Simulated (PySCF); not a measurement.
**C4F6, SMILES `FC(F)=C(F)C(F)=C(F)F`: what the electrons do**

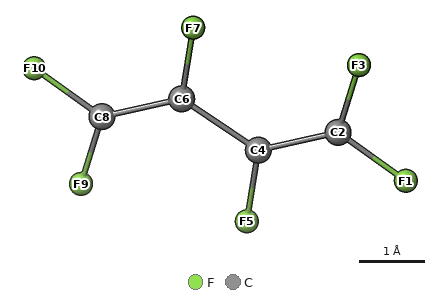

The molecule, with its atoms numbered as below. No frequency check shows the geometry to be a minimum.

Cartesian coordinates (Å):

```
F1      -2.9255    0.7182    0.0000
C2      -1.8611   -0.0564    0.0000
F3      -2.1948   -1.3280    0.0000
C4      -0.6023    0.4062    0.0000
F5      -0.4156    1.7336    0.0000
C6       0.6023   -0.4062    0.0000
F7       0.4156   -1.7336    0.0000
C8       1.8611    0.0564    0.0000
F9       2.1948    1.3280    0.0000
F10      2.9255   -0.7182    0.0000
```

## 1. Bonding charge

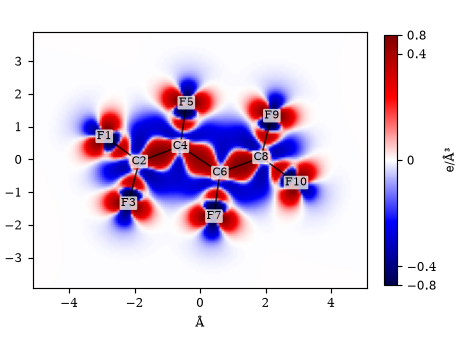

Deformation density (molecule less spherical, spin-averaged free atoms) in the molecular plane; colour scale in e/Å³, logarithmic beyond ±0.1; red: gain, blue: loss.

Level of theory: r2SCAN/def2-SVPD (PySCF), at a geometry from GFN2-xTB.

> Describe the bonding that the map shows.

C2–C4 and C6–C8: +0.70 e/Å³ at the bond critical point (bond length 1.34 Å). C4–C6: +0.56 e/Å³ at the bond critical point (bond length 1.45 Å). C2–F3 and C8–F9: +0.07 e/Å³ at the bond critical point (bond length 1.31 Å); up to 0.6 Å beside the axis the gain reaches +0.29 e/Å³. F1–C2 and C8–F10: +0.07 e/Å³ at the bond critical point (bond length 1.32 Å); up to 0.6 Å beside the axis the gain reaches +0.29 e/Å³. C4–F5 and C6–F7: −0.02 e/Å³ at the bond critical point (bond length 1.34 Å); up to 0.6 Å beside the axis the gain reaches +0.22 e/Å³. In all, 2.4 electrons gather in the regions of gain relative to the promolecule. A small or negative value marks a very polar bond, one between electron-rich atoms, whose free-atom densities already overlap strongly, a long bond to a heavier atom, or a closed-shell contact such as a hydrogen bond.

## 2. Electrostatic potential

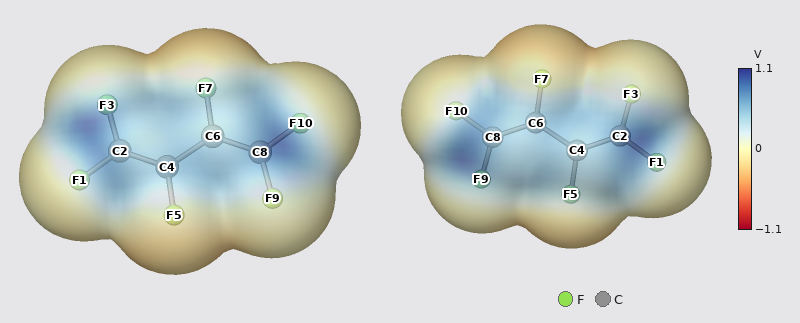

Electrostatic potential on the surface of electron density 0.001 a.u. (back view left, front view right).

> Where are the extremes of the potential on the surface?

Highest: 1.01 V, off the C8–F10 bond (1.8 to 1.9 Å from its atoms), and at like points elsewhere. Further maxima include 0.63 V, off the C6–F7 bond (1.9 Å from its atoms). Lowest: −0.31 V, near F7 (1.66 Å) and F3 (1.87 Å), and at like points elsewhere. Further minima include −0.10 V, 1.6 Å from F9. The surface is sampled at points, so like sites can differ by a few per cent and only the strongest of them is named.

## 3. Removing or adding an electron

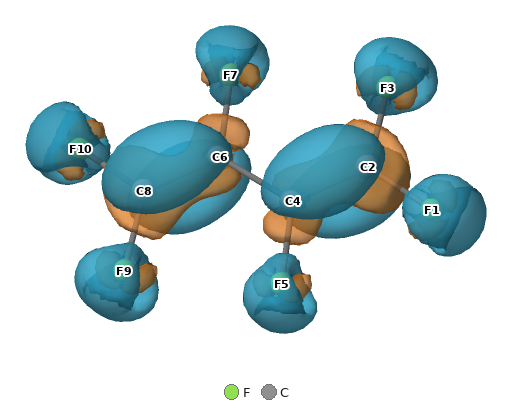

Fukui function f⁻ = ρ(N) − ρ(N−1) at fixed geometry, surfaces at ±0.02 e/Å³ (light blue positive, orange negative).

Level of theory: PBE/6-31+G* (PySCF), at a geometry from GFN2-xTB.

> Which atoms respond most to the removal of an electron?

f⁻ (Hirshfeld-condensed) is largest on C2 and C8 (0.13 each), F1 and F10 (0.10 each) and C4 and C6 (0.10 each); the vertical ionisation energy is 8.88 eV (the stability of the cation's solution wasn't checked). Condensed values hint at sites of electrophilic attack but needn't mark the atom that reacts. Shares this close don't rank the sites. Orbital relaxation makes it negative in places (0.15 e in all).

## 4. Localised orbitals

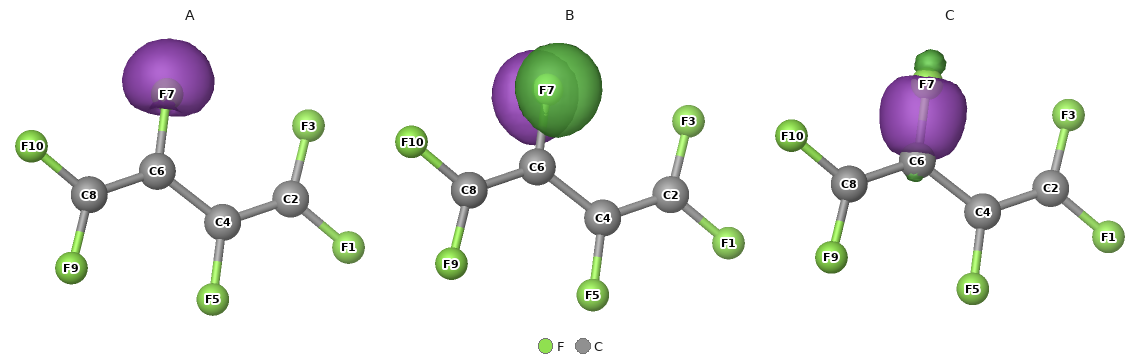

Intrinsic bond orbitals (IBO), occupied; each surface holds about 85 % of the orbital's density. Energies are diagonal elements of the Fock matrix.

Computed with PySCF, r2SCAN/aug-cc-pVDZ, geometry: GFN2-xTB.

> What does each orbital represent in a Lewis picture?

By panel:
- A: lone pair on F7 (sp0.4-type) (F7 100 %; −24.2 eV)
- B: lone pair on F7 (p-type) (F7 96 %; −11.5 eV)
- C: σ bond F7–C6 (F7 68 %, C6 32 %; −24.6 eV)

> Which has the smallest and which the largest spatial spread?

Smallest: A (0.59 Å); largest: B (0.77 Å).

## 5. The π system

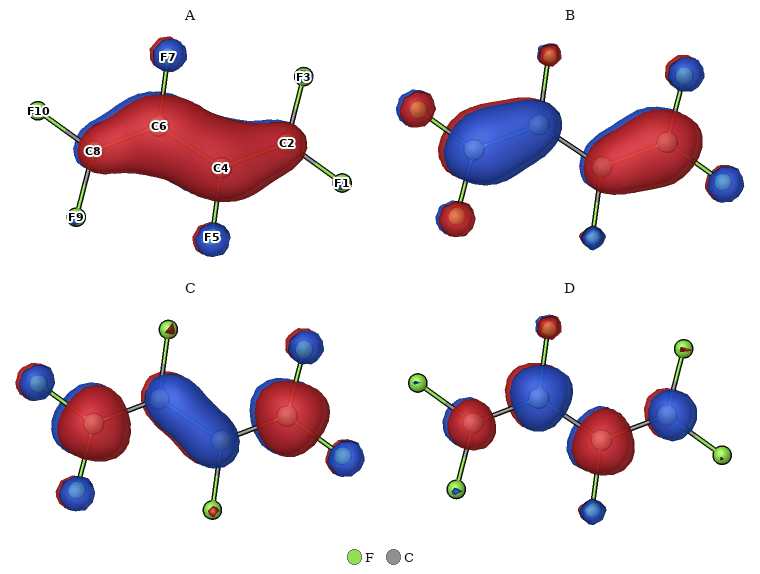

Natural orbitals of the π active space, CASSCF(4,4), triplet state at the geometry of the singlet, in order of falling occupation.

Computed with PySCF, def2-SVP basis, geometry: GFN2-xTB.

> What are the natural occupation numbers?

A 1.87, B 1.07, C 0.93, D 0.13.

> Where does the lowest triplet lie relative to the singlet, at this geometry and within this active space?

3.59 eV above it by strongly contracted NEVPT2 (+3.74 eV by CASSCF); a small basis tends to put such gaps a few tenths of an eV too high. This is a vertical energy for π states alone; a state that uses lone pairs or σ orbitals may lie lower.

The PySCF runs shown took 84 s, 11 min, 83 s and 99 s on 1 thread of Intel(R) Xeon(R) Platinum 8259CL CPU @ 2.50GHz (Skylake/Cascade Lake) (shared host).
